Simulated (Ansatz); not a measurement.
# Calculations on C5H12O

### Relaxation

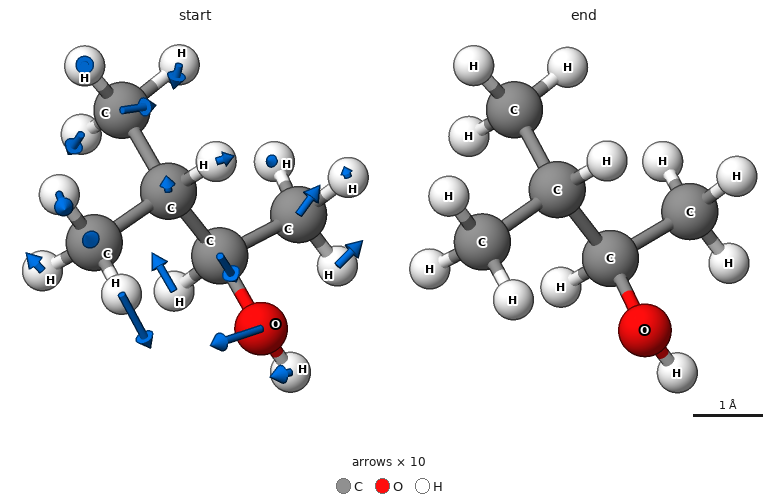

The structure of C5H12O before (left) and after (right) a relaxation, at one scale. The blue arrows give the displacements, magnified 10 times.

Style: ball-and-stick. Shown from a free direction.

The run prepares an end point of a later path (torsion) calculation, from a guessed geometry.

Level of theory: RKS PBE0-D4/STO-3G in Ansatz.

Input
```yaml
crystal:
  periodic: [false, false, false]
  atoms:
    - { symbol: C, position_ang: [0.9364, -0.1356, 1.4853] }
    - { symbol: C, position_ang: [0.6725, -0.0302, -0.0411] }
    - { symbol: C, position_ang: [1.3207, -1.2339, -0.7142] }
    - { symbol: C, position_ang: [-0.7424, 0.0533, -0.4295] }
    - { symbol: C, position_ang: [-1.542, 1.2341, 0.156] }
    - { symbol: O, position_ang: [-0.9163, 0.1517, -1.8496] }
    - { symbol: H, position_ang: [1.9767, -0.2095, 1.7175] }
    - { symbol: H, position_ang: [0.3826, -0.9156, 1.908] }
    - { symbol: H, position_ang: [0.5557, 0.8458, 2.0043] }
    - { symbol: H, position_ang: [1.1829, 0.8707, -0.4003] }
    - { symbol: H, position_ang: [1.2847, -1.1777, -1.7709] }
    - { symbol: H, position_ang: [0.9042, -2.1653, -0.3663] }
    - { symbol: H, position_ang: [2.3658, -1.2536, -0.4482] }
    - { symbol: H, position_ang: [-1.3494, -0.8686, -0.1031] }
    - { symbol: H, position_ang: [-2.5664, 1.2903, -0.2143] }
    - { symbol: H, position_ang: [-1.5989, 1.2127, 1.2818] }
    - { symbol: H, position_ang: [-1.0328, 2.2056, -0.0999] }
    - { symbol: H, position_ang: [-1.8716, 0.1372, -2.0636] }
basis:
  gaussian: { orbitals: STO-3G }
hamiltonian:
  xc: pbe0
  dispersion: d4
relax:
  f_tol: 0.015
  max_steps: 40
```

Launched with:
```bash
ansatz run input.yaml --threads 1 --pin off --max-ram 2048MiB --backend cpu --events-out ev --progress --plain --runs-dir out
```

### What changed between the two?

H13 moves most after the best rigid fit: 0.12 Å. By element the largest moves are H 0.12 Å, O 0.11 Å, C 0.07 Å. Near-neighbour distances that change, for instance: C2–C4 1.470 → 1.563 Å, C1–H9 1.174 → 1.097 Å, C1–H8 1.046 → 1.098 Å, O6–H18 0.979 → 1.020 Å. Bond angles that change, for instance: C4–O6–H18 109.5° → 101.4°, C2–C4–O6 112.5° → 105.9°, C5–C4–O6 105.1° → 111.5°. Over 5 geometry steps the energy falls by 0.833 eV. Largest force component: 6.4 eV/Å at the start, 0.014 eV/Å at the end. Cost: 15 s on 1 thread of Intel(R) Xeon(R) 6975P-C (Granite Rapids), on a shared host, peak memory 0.14 GiB.

Limits of the set-up: STO-3G is a minimal basis, so the numbers are rough.

### Relaxation

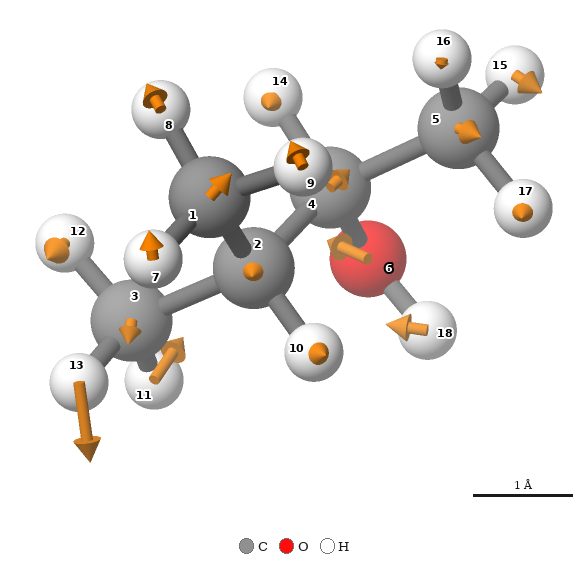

This is a relaxation of C₅H₁₂O. The starting structure is drawn; orange arrows show the displacements, magnified 5 times. The two geometries are superimposed by the best rigid fit.

The picture is a ball-and-stick view, seen from a free direction.

The run prepares an end point of a later path (torsion) calculation, from a guessed geometry.

Method: Ansatz 0.2.0, RKS PBE0-D4/STO-3G.

The input:
```yaml
crystal:
  periodic: [false, false, false]
  atoms:
    - { symbol: C, position_ang: [0.9364, -0.1356, 1.4853] }
    - { symbol: C, position_ang: [0.6725, -0.0302, -0.0411] }
    - { symbol: C, position_ang: [1.3207, -1.2339, -0.7142] }
    - { symbol: C, position_ang: [-0.7424, 0.0533, -0.4295] }
    - { symbol: C, position_ang: [-1.542, 1.2341, 0.156] }
    - { symbol: O, position_ang: [-0.9163, 0.1517, -1.8496] }
    - { symbol: H, position_ang: [1.9767, -0.2095, 1.7175] }
    - { symbol: H, position_ang: [0.3826, -0.9156, 1.908] }
    - { symbol: H, position_ang: [0.5557, 0.8458, 2.0043] }
    - { symbol: H, position_ang: [1.1829, 0.8707, -0.4003] }
    - { symbol: H, position_ang: [1.2847, -1.1777, -1.7709] }
    - { symbol: H, position_ang: [0.9042, -2.1653, -0.3663] }
    - { symbol: H, position_ang: [2.3658, -1.2536, -0.4482] }
    - { symbol: H, position_ang: [-1.3494, -0.8686, -0.1031] }
    - { symbol: H, position_ang: [-2.5664, 1.2903, -0.2143] }
    - { symbol: H, position_ang: [-1.5989, 1.2127, 1.2818] }
    - { symbol: H, position_ang: [-1.0328, 2.2056, -0.0999] }
    - { symbol: H, position_ang: [-0.52324, 0.98935, -2.16967] }
basis:
  gaussian: { orbitals: STO-3G }
hamiltonian:
  xc: pbe0
  dispersion: d4
relax:
  f_tol: 0.015
  max_steps: 40
output:
  orbitals: {}
```

Command:
```bash
ansatz run input.yaml --threads 1 --pin off --max-ram 2048MiB --backend cpu --events-out ev --progress --plain --runs-dir out
```

> Describe the change and its energy.

The largest move after the best rigid fit is that of H13, 0.17 Å. Largest moves by element: H 0.17 Å, O 0.14 Å, C 0.07 Å. Among the contacts that change: C2–C4 1.470 → 1.572 Å, C1–H9 1.174 → 1.096 Å, C1–H8 1.046 → 1.098 Å, C4–H14 1.151 → 1.108 Å. Among the angles between lasting bonds that change: C4–O6–H18 109.5° → 101.3°, C5–C4–O6 105.1° → 111.5°, C5–C4–H14 103.4° → 108.6°. The energy falls by 0.794 eV in 5 geometry steps. Largest force component: 4.8 eV/Å at the start, 0.0056 eV/Å at the end.

Limits of the set-up: STO-3G is a minimal basis, so the numbers are rough.

### Path

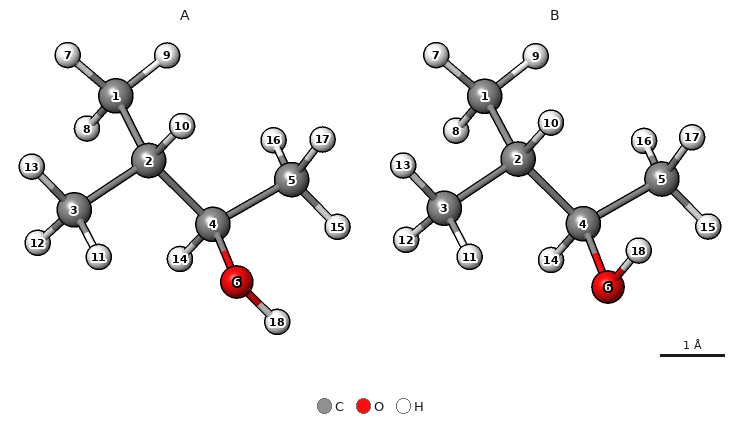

The two relaxed end points of a path for C5H12O. A ball-and-stick model, seen at a tilt.

Method: Ansatz, RKS PBE0-D4/STO-3G.

Run with 5 movable images; climbing image; force threshold 0.05 eV/Å; iteration limit 60.

Start:
```xyz
18

C     0.8852   -0.0938    1.5027
C     0.6952   -0.0202   -0.0305
C     1.3578   -1.2348   -0.7233
C    -0.8145    0.0492   -0.4308
C    -1.5395    1.2824    0.1832
O    -0.8404    0.0843   -1.8906
H     1.9492   -0.2127    1.7432
H     0.3424   -0.9527    1.9179
H     0.5237    0.8173    1.9941
H     1.1780    0.8989   -0.4037
H     1.1818   -1.1866   -1.8048
H     0.9326   -2.1726   -0.3432
H     2.4390   -1.2435   -0.5368
H    -1.3145   -0.8703   -0.0468
H    -2.5701    1.3405   -0.1926
H    -1.5810    1.2068    1.2761
H    -1.0186    2.2090   -0.0881
H    -1.8439    0.1101   -2.0741
```

End:
```xyz
18

C     0.9073   -0.0481    1.4691
C     0.6308   -0.0434   -0.0524
C     1.2848   -1.2681   -0.7342
C    -0.9075   -0.0310   -0.3770
C    -1.6252    1.2153    0.2169
O    -1.1467   -0.1516   -1.8107
H     1.9860   -0.1262    1.6562
H     0.4142   -0.9047    1.9464
H     0.5442    0.8712    1.9436
H     1.0713    0.8728   -0.4841
H     0.9926   -1.3026   -1.7915
H     0.9493   -2.1965   -0.2551
H     2.3786   -1.2165   -0.6647
H    -1.3587   -0.9420    0.0646
H    -2.6721    1.2303   -0.1120
H    -1.6075    1.1927    1.3127
H    -1.1395    2.1406   -0.1203
H    -0.7397    0.7192   -2.1556
```

Question: What barrier does the band find between them, and by what path?

Answer: The highest point, image 3, lies 7.4 kJ/mol above the start and 11.4 kJ/mol above the end; the end is at −3.9 kJ/mol relative to the start. The motion is a rotation about the C4–O6 bond by about 115°. No bond forms or breaks between the ends. Among the angles between lasting bonds that change up to the highest image: O6–C4–H14 110.9° → 108.5°, C2–C4–O6 105.9° → 108.0°. The band converged in 5 iterations. The largest component of the band force went from 11 to 0.026 eV/Å. The climbing image converged on the top of the path. Its vibrational analysis gives one imaginary mode (365i cm⁻¹), as a transition state must have.

Energies of the converged images:

```tsv
image	path (Å)	E (kJ/mol)
0	0.00	0.0
1	0.27	1.2
2	0.54	5.0
3	0.82	7.4
4	1.13	3.6
5	1.44	-2.0
6	1.76	-3.9
```

The geometry at the top of the path:

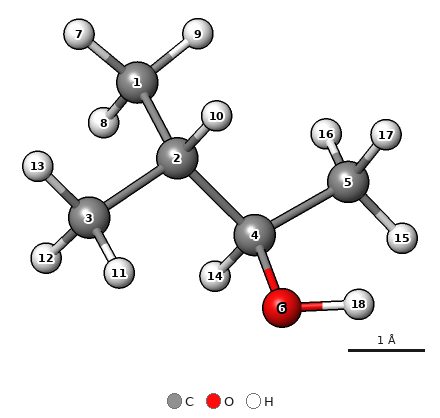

Limits of the set-up: STO-3G is a minimal basis, so the numbers are rough.

The run took 65 s on 1 thread of Intel(R) Xeon(R) 6975P-C (Granite Rapids), on a shared host, peak memory 0.14 GiB.
